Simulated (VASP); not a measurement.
# SiNi2 with r2SCAN + rVV10: from relaxation to properties, part 2 of 7

What structure and properties does r2SCAN + rVV10 give SiNi2, and how near are they to the measured ones? The start is a cell from a database of measured crystal structures.

VASP 6.6.1; r2SCAN with rVV10, spin-polarised from a ferromagnetic start; plane waves and PAW (Si, Ni).

So far: The structure; Relaxing cell and atoms (r2SCAN + rVV10).

## (2) Relaxing cell and atoms (r2SCAN + rVV10) (continued)

OUTCAR, selected parts (step 2):

```text
ion  position               nearest neighbor table
   1  0.286  0.750  0.614-  12 2.28  10 2.31  10 2.31   9 2.33   7 2.34   7 2.34   8 2.39   6 2.57
                             6 2.57   9 2.71   4 3.14   4 3.14
   2  0.714  0.250  0.386-  11 2.28   9 2.31   9 2.31  10 2.33   8 2.34   8 2.34   7 2.39   5 2.57
                             5 2.57  10 2.71   3 3.14   3 3.14
   3  0.214  0.250  0.114-  10 2.28  12 2.31  12 2.31  11 2.33   5 2.34   5 2.34   6 2.39   8 2.57
                             8 2.57  11 2.71   2 3.14   2 3.14
   4  0.786  0.750  0.886-   9 2.28  11 2.31  11 2.31  12 2.33   6 2.34   6 2.34   5 2.39   7 2.57
                             7 2.57  12 2.71   1 3.14   1 3.14
   5  0.958  0.750  0.203-   3 2.34   3 2.34   4 2.39  11 2.53  11 2.53   2 2.57   2 2.57   8 2.58
                             8 2.58   9 2.62  12 2.62  10 2.71  10 2.71
   6  0.042  0.250  0.797-   4 2.34   4 2.34   3 2.39  12 2.53  12 2.53   1 2.57   1 2.57   7 2.58
                             7 2.58  10 2.62  11 2.62   9 2.71   9 2.71
   7  0.542  0.250  0.703-   1 2.34   1 2.34   2 2.39   9 2.53   9 2.53   4 2.57   4 2.57   6 2.58
                             6 2.58  11 2.62  10 2.62  12 2.71  12 2.71
   8  0.458  0.750  0.297-   2 2.34   2 2.34   1 2.39  10 2.53  10 2.53   3 2.57   3 2.57   5 2.58
                             5 2.58  12 2.62   9 2.62  11 2.71  11 2.71
   9  0.825  0.750  0.563-   4 2.28   2 2.31   2 2.31   1 2.33   7 2.53   7 2.53   5 2.62   8 2.62
                            10 2.70  10 2.70   6 2.71   6 2.71   1 2.71
  10  0.175  0.250  0.437-   3 2.28   1 2.31   1 2.31   2 2.33   8 2.53   8 2.53   6 2.62   7 2.62
                             9 2.70   9 2.70   5 2.71   5 2.71   2 2.71
  11  0.675  0.250  0.063-   2 2.28   4 2.31   4 2.31   3 2.33   5 2.53   5 2.53   7 2.62   6 2.62
                            12 2.70  12 2.70   8 2.71   8 2.71   3 2.71
  12  0.325  0.750  0.937-   1 2.28   3 2.31   3 2.31   4 2.33   6 2.53   6 2.53   8 2.62   5 2.62
                            11 2.70  11 2.70   7 2.71   7 2.71   4 2.71

  LATTYP: Found a simple orthorhombic cell.
 ALAT       =     3.7200000000
 B/A-ratio  =     1.3413978495
 C/A-ratio  =     1.8897849462

 Subroutine GETGRP returns: Found  8 space group operations
 (whereof  2 operations were pure point group operations)

The static configuration has the point symmetry S_2 .
 The point group associated with its full space group is D_2h.

 Found     48 irreducible k-points:

   k-points           NKPTS =     48   k-points in BZ     NKDIM =     48   number of bands    NBANDS=     71

   dimension x,y,z NGX =    36 NGY =   24 NGZ =   48
   dimension x,y,z NGXF=    72 NGYF=   48 NGZF=   96

   ENCUT  =  400.0 eV  29.40 Ry    5.42 a.u.   8.14  6.07 11.46*2*pi/ulx,y,z

   NELECT =      96.0000    total number of electrons

 k-points in reciprocal lattice and weights: Automatic mesh
   0.00000000  0.00000000  0.00000000       0.006
   0.16666667  0.00000000  0.00000000       0.012
   0.33333333  0.00000000  0.00000000       0.012
   0.50000000  0.00000000  0.00000000       0.006
   0.00000000  0.14285714  0.00000000       0.012
   0.16666667  0.14285714  0.00000000       0.024
   0.33333333  0.14285714  0.00000000       0.024
   0.50000000  0.14285714  0.00000000       0.012
   0.00000000  0.28571429  0.00000000       0.012
[...]
0.33333333  0.42857143  0.50000000       0.024
   0.50000000  0.42857143  0.50000000       0.012

 average (electrostatic) potential at core
       1 -81.2158       2 -81.2158       3 -81.2158       4 -81.2158       5 -85.3574
       6 -85.3574       7 -85.3574       8 -85.3574       9 -85.5067      10 -85.5067
      11 -85.5067      12 -85.5067

 E-fermi :  11.4744

 spin component 1
 k-point     1 :       0.0000    0.0000    0.0000
  band No.  band energies     occupation
    ...
     44      10.3049      1.00000
     45      10.4650      1.00000
     46      10.4973      1.00000
     47      10.8205      1.00002
     48      11.2926      1.01286
     49      12.3103     -0.00000
     50      12.4326     -0.00000
     51      13.4370     -0.00000
     52      13.9325     -0.00000
     53      14.0676     -0.00000
    ...

 k-point     2 :       0.1667    0.0000    0.0000
  band No.  band energies     occupation
    ...
     43      10.1504      1.00000
     44      10.2551      1.00000
     45      10.4994      1.00000
     46      10.6661      1.00000
     47      10.8855      1.00013
     48      11.6082      0.05139
     49      12.8846     -0.00000
     50      13.0154     -0.00000
     51      13.6049     -0.00000
     52      13.9452     -0.00000
    ...

 k-point     3 :       0.3333    0.0000    0.0000
  band No.  band energies     occupation
    ...
     42      10.0779      1.00000
     43      10.1954      1.00000
     44      10.3875      1.00000
     45      10.4710      1.00000
     46      10.5054      1.00000
     47      11.6950     -0.03279
     48      12.6697     -0.00000
     49      13.9004     -0.00000
     50      13.9395     -0.00000
     51      13.9921     -0.00000
    ...

 k-point     4 :       0.5000    0.0000    0.0000
  band No.  band energies     occupation
    ...
     42      10.1069      1.00000
     43      10.3136      1.00000
     44      10.3136      1.00000
     45      10.4869      1.00000
     46      10.4869      1.00000
     47      12.7556     -0.00000
     48      12.7556     -0.00000
     49      13.7344     -0.00000
     50      13.7344     -0.00000
     51      14.4471     -0.00000
    ...

 k-point     5 :       0.0000    0.1429    0.0000
  band No.  band energies     occupation
    ...
     44      10.3430      1.00000
     45      10.3583      1.00000
     46      10.6431      1.00000
     47      10.8373      1.00003
     48      11.4282      0.68961
     49      12.2130     -0.00000
     50      12.4401     -0.00000
     51      12.5499     -0.00000
     52      12.8694     -0.00000
     53      13.8863     -0.00000
    ...

 k-point     6 :       0.1667    0.1429    0.0000
  band No.  band energies     occupation
    ...
     43      10.2894      1.00000
     44      10.3525      1.00000
     45      10.3593      1.00000
     46      10.7205      1.00000
     47      10.7960      1.00001
     48      11.5596      0.17320
     49      12.6300     -0.00000
     50      12.7316     -0.00000
     51      13.0786     -0.00000
     52      13.1056     -0.00000
    ...

  Total       -0.0226330     -0.0967308     -0.0224901      0.0000000      0.0000000      0.0000000
  in kB       -0.2856666     -1.2209046     -0.2838621      0.0000000      0.0000000      0.0000000
  external PRESSURE =      -0.5968111 kB  Pullay stress =       0.0000000 kB

  energy-cutoff  :      400.00
  volume of cell :      126.94
      direct lattice vectors                 reciprocal lattice vectors
     4.913810292 -0.000000000  0.000000000     0.203508060 -0.000000000  0.000000000
     0.000000000  3.695541720  0.000000000     0.000000000  0.270596323  0.000000000
     0.000000000  0.000000000  6.990321291     0.000000000  0.000000000  0.143054941

 POSITION                                       TOTAL-FORCE (eV/Angst)
 -----------------------------------------------------------------------------------
      1.43034      2.77166      4.29147        -0.003214      0.000000     -0.005208
      3.48347      0.92389      2.69885         0.003214     -0.000000      0.005208
      1.02657      0.92389      0.79631         0.003214     -0.000000     -0.005208
      3.88724      2.77166      6.19401        -0.003214      0.000000      0.005208
      4.70182      2.77166      1.44506         0.005164     -0.000000      0.004999
      0.21199      0.92389      5.54526        -0.005164      0.000000     -0.004999
      2.66890      0.92389      4.94022        -0.005164      0.000000      0.004999
      2.24492      2.77166      2.05010         0.005164     -0.000000     -0.004999
      4.07427      2.77166      3.91529         0.000931     -0.000000     -0.005356
      0.83954      0.92389      3.07503        -0.000931      0.000000      0.005356
      3.29645      0.92389      0.42013        -0.000931      0.000000     -0.005356
      1.61736      2.77166      6.57019         0.000931     -0.000000      0.005356
 -----------------------------------------------------------------------------------
    total drift:                                0.000000     -0.000000     -0.000000

  FREE ENERGIE OF THE ION-ELECTRON SYSTEM (eV)
  ---------------------------------------------------
  free  energy   TOTEN  =      -135.0490202906 eV

  energy  without entropy=     -135.0354422870  energy(sigma->0) =     -135.04449429

 reached required accuracy - stopping structural energy minimisation

 total charge
# of ion       s       p       d       tot
------------------------------------------
    1        0.718   0.917   0.000   1.635
    2        0.718   0.917   0.000   1.635
    3        0.718   0.917   0.000   1.635
    4        0.718   0.917   0.000   1.635
    5        0.471   0.607   8.491   9.568
    6        0.471   0.607   8.491   9.568
    7        0.471   0.607   8.491   9.568
    8        0.471   0.607   8.491   9.568
    9        0.506   0.652   8.506   9.664
   10        0.506   0.652   8.506   9.664
   11        0.506   0.652   8.506   9.664
   12        0.506   0.652   8.506   9.664
--------------------------------------------------
tot          6.778   8.703  67.988  83.469

 magnetization (x)
# of ion       s       p       d       tot
------------------------------------------
    1       -0.000  -0.000   0.000  -0.000
    2       -0.000  -0.000   0.000  -0.000
    3       -0.000  -0.000   0.000  -0.000
    4       -0.000  -0.000   0.000  -0.000
    5        0.000   0.000   0.000   0.000
    6        0.000   0.000   0.000   0.000
    7        0.000   0.000   0.000   0.000
    8        0.000   0.000   0.000   0.000
    9        0.000   0.000   0.000   0.000
   10        0.000   0.000   0.000   0.000
   11        0.000   0.000   0.000   0.000
   12        0.000   0.000   0.000   0.000
--------------------------------------------------
tot          0.000   0.000   0.000   0.000

[... 1 further part left out ...]
```

The moments of the start collapse, so the state is non-magnetic; other starts or orders were not tried. The PAW data sets were made with PBE, which is usual practice but a small mismatch for other functionals. The run keeps the 8 symmetry operations of its start, so it cannot find a distortion of lower symmetry.

The steps of the relaxation:

```csv
step,energy less that of the first step (eV),largest force (eV/Å),pressure (GPa),volume (Å³)
1,0.0000,0.3785,-5.52,130.50
2,-0.0033,0.1923,7.23,123.55
3,-0.0736,0.2574,0.55,126.90
4,-0.0873,0.0979,0.19,127.05
5,-0.0886,0.1292,0.03,127.11
6,-0.0910,0.0647,-0.18,127.17
7,-0.0914,0.0391,-0.27,127.21
8,-0.0925,0.0353,0.34,126.87
9,-0.0925,0.0355,0.28,126.84
10,-0.0936,0.0281,0.09,126.93
11,-0.0940,0.0237,-0.15,127.02
12,-0.0940,0.0231,-0.15,127.03
13,-0.0943,0.0164,0.02,126.91
14,-0.0943,0.0154,0.00,126.88
15,-0.0943,0.0146,0.06,126.81
16,-0.0943,0.0147,0.14,126.84
17,-0.0943,0.0150,0.11,126.86
18,-0.0943,0.0072,-0.06,126.94
```

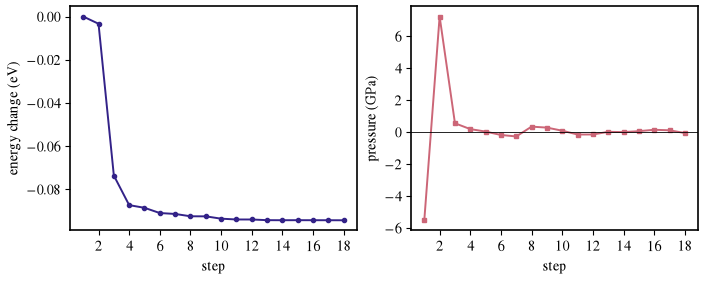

Energy and pressure along the relaxation.

```csv
"conventional cell, symmetrised",before,after,change
a (Å),4.990,4.914,-1.5 %
b (Å),3.720,3.696,-0.7 %
c (Å),7.030,6.990,-0.6 %
volume (Å³/atom),10.87,10.58,-2.7 %
```

The atoms that moved most (Å, as changes of fractional coordinates times the final cell):

```csv
atom,dx,dy,dz,length
Ni11,-0.020,0.000,-0.020,0.029
Ni10,-0.020,0.000,0.020,0.029
Ni9,0.020,0.000,-0.020,0.029
Ni12,0.020,0.000,0.020,0.029
Ni6,0.006,0.000,-0.026,0.027
Ni7,0.006,0.000,0.026,0.027
Ni8,-0.006,0.000,-0.026,0.027
Ni5,-0.006,0.000,0.026,0.027
```

The relaxed structure:

```xyz
12
Lattice="4.9138 0.0000 0.0000 0.0000 3.6955 0.0000 0.0000 0.0000 6.9903" Properties=species:S:1:pos:R:3 pbc="T T T"
Si    1.4303    2.7717    4.2915
Si    3.4835    0.9239    2.6988
Si    1.0266    0.9239    0.7963
Si    3.8872    2.7717    6.1940
Ni    4.7018    2.7717    1.4451
Ni    0.2120    0.9239    5.5453
Ni    2.6689    0.9239    4.9402
Ni    2.2449    2.7717    2.0501
Ni    4.0743    2.7717    3.9153
Ni    0.8395    0.9239    3.0750
Ni    3.2964    0.9239    0.4201
Ni    1.6174    2.7717    6.5702
```

This step gave:

- electrons: 96
- bands: 71
- irreducible k-points: 48
- symmetry operations: 8
- free energy (TOTEN): -135.0490 eV
- energy at zero smearing: -135.0445 eV
- Fermi energy: 11.47 eV
- pressure: -0.05968 GPa
- metallic: yes
- SCF cycles over all ionic steps: 154

The spin moment in the PAW sphere vanishes on all atoms.

It ends with a largest force of 0.007 eV/Å and a pressure of -0.06 GPa. The volume lies -2.7 % from that of the database's start, which holds the thermal and zero-point expansion of its experiment.

[end of part 2 of 7]

[Lines on the potential files, build, host, timing and source positions are cut from VASP's logs without a mark.]

[Logs are printed without paths, hosts, clocks, repeated set-up lines and the standing remarks that a program may print on its own settings, such as how far it seeks lower states.]

[Hosts, paths, dates, database ids (printed as entryN), source tags and the programs' standing remarks are cut or masked in the printed files.]

[A measured line is paired with the nearest computed mode of its activity, which favours agreement.]

[In band tables of VASP the shares of atoms and orbitals are scaled to a sum of 1 inside the atoms' spheres.]
